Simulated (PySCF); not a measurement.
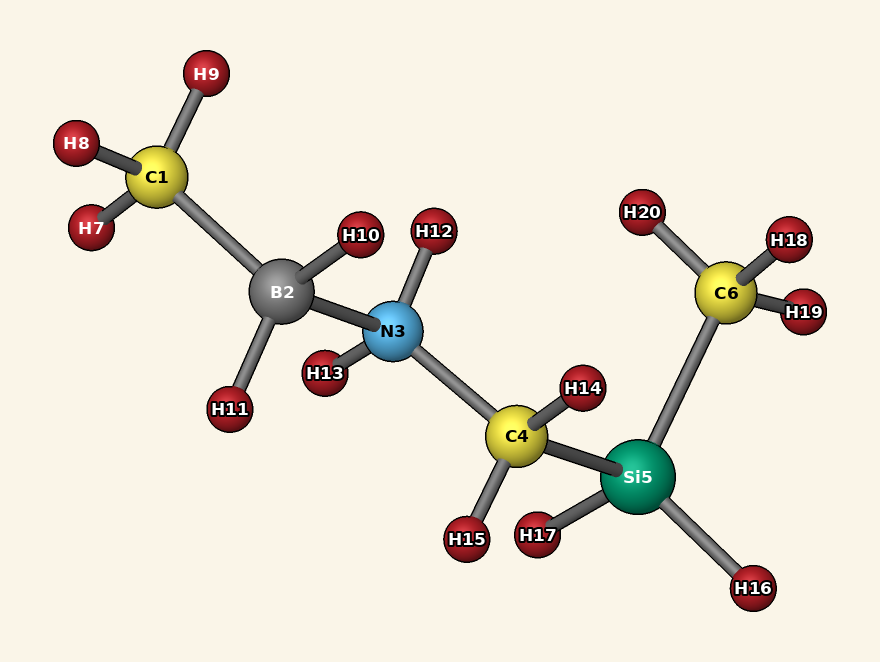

The questions are on Mulliken charges. Computed geometry: GFN2-xTB optimisation. No frequency run is at hand to confirm it as a minimum. Level of theory: PBE0/pcSseg-1, gas phase (PySCF 2.14.0).

List the Mulliken charges.

```csv
atom,value (e)
C1,−0.51
B2,0.03
N3,−0.42
C4,−0.33
Si5,0.61
C6,−0.64
H7,0.07
H8,0.11
H9,0.07
H10,−0.05
H11,−0.05
H12,0.23
H13,0.23
H14,0.17
H15,0.17
H16,−0.07
H17,−0.07
H18,0.15
H19,0.15
H20,0.14
```

Mulliken values depend strongly on the basis set and can even reverse the polarity of a bond. The geometry is semi-empirical. Around B, Si such bond lengths and angles can be off by a tenth of an ångström or more and by several degrees, and values that hang on the shape move with them.
